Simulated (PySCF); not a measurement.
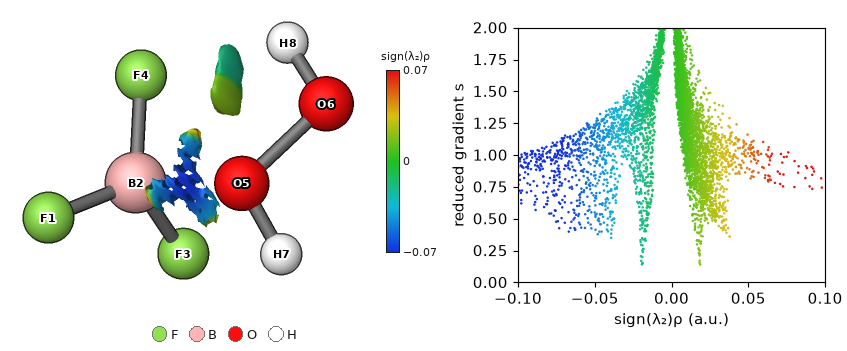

*BF$_{3}$H$_{2}$O$_{2}$, SMILES `FB(F)F.OO`. Non-covalent interaction surfaces between the fragments (reduced density gradient s = 0.4, coloured by sign(λ₂)ρ in a.u.; trimmed to the region between the fragments where ρ is under 0.1 a.u.). Fragment A: BF3 (atoms 1–4); fragment B: H2O2. The plot gives s against sign(λ₂)ρ for grid points between the fragments.*

Level of theory: BP86/def2-SVPD (PySCF), at a geometry from GFN2-xTB.

Coordinates in Å:

```
F1      -1.4159   -0.5237    0.8815
B2      -0.6909    0.0996   -0.0258
F3      -0.8723   -0.2382   -1.2953
F4      -0.3236    1.3545    0.2136
O5       0.9730   -0.7566    0.3050
O6       2.0492    0.0915   -0.0457
H7       1.0497   -1.4949   -0.3261
H8       1.7329    0.9839    0.1819
```

### Which interactions hold the two fragments together?

Bond critical points between the fragments: B2···O5, strong, partly covalent contact, 1.90 Å, ρ = 0.062 a.u.; F4···H8, hydrogen bond, 2.09 Å, ρ = 0.020 a.u. The strongest appears blue (attractive, sign(λ₂)ρ well below zero). Several contacts close a ring, whose ring point adds a part with positive λ₂ between them. The pose is a local one from a semi-empirical search, not shown to be the most stable.

### How strongly are they bound?

The counterpoise-corrected interaction energy of the frozen fragments is −11.7 kcal/mol without dispersion correction and −13.7 kcal/mol with D3(BJ). The pair geometry is semi-empirical, not a minimum at this level.
